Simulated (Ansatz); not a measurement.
## Response to strain in ZnO

Start from ZnO in the wurtzite structure (space group P6_3mc, No. 186; a = 3.2795 Å, c = 5.2937 Å).

Strains are applied to the cell and any free atomic positions relax.

Calculations: Ansatz (a first-principles code), PBE, PAW, cutoff 420 eV, no SOC.

Notes on the quantities. pressure: mean of the normal stresses, compression positive.

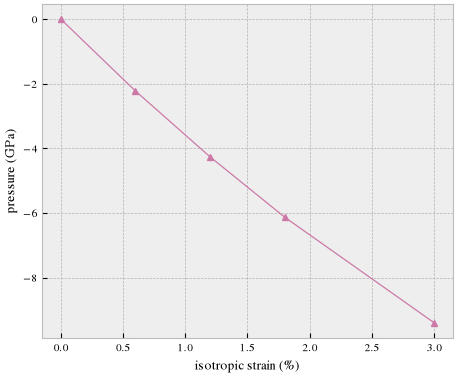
Figure. Pressure against isotropic strain

Question: From the plot, what is the pressure for isotropic strain +1.20 %?

Answer: About -4.3 GPa.

Question: Is the trend monotonic over the range shown?

Answer: Yes, it falls throughout, spanning -9.40 GPa to 0.00 GPa.

No phonon test of stability was made.
